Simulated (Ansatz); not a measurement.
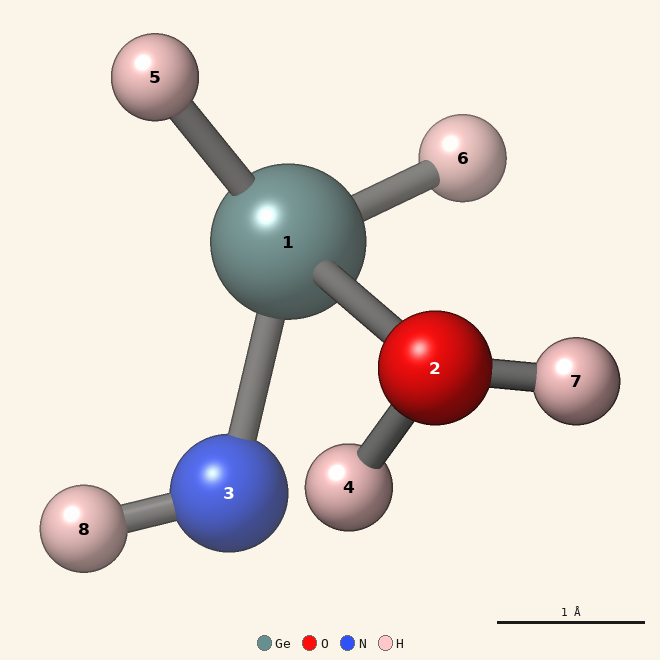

The picture comes from a calculation with Ansatz.

Orthographic view. Depth is shown by fading: the farther an atom, the more it takes the colour of the background. Geometry: start.

List all interatomic distances (Å) as a matrix.

```
atom   Ge1    O2    N3    H4    H5    H6    H7    H8
 Ge1  0.00                                          
  O2  2.08  0.00                                    
  N3  1.77  2.42  0.00                              
  H4  1.99  1.17  1.43  0.00                        
  H5  1.54  2.94  2.97  3.12  0.00                  
  H6  1.54  2.80  2.85  2.97  2.55  0.00            
  H7  2.65  0.97  3.00  1.78  3.66  2.86  0.00      
  H8  2.40  3.14  1.02  2.13  3.18  3.67  3.85  0.00
```
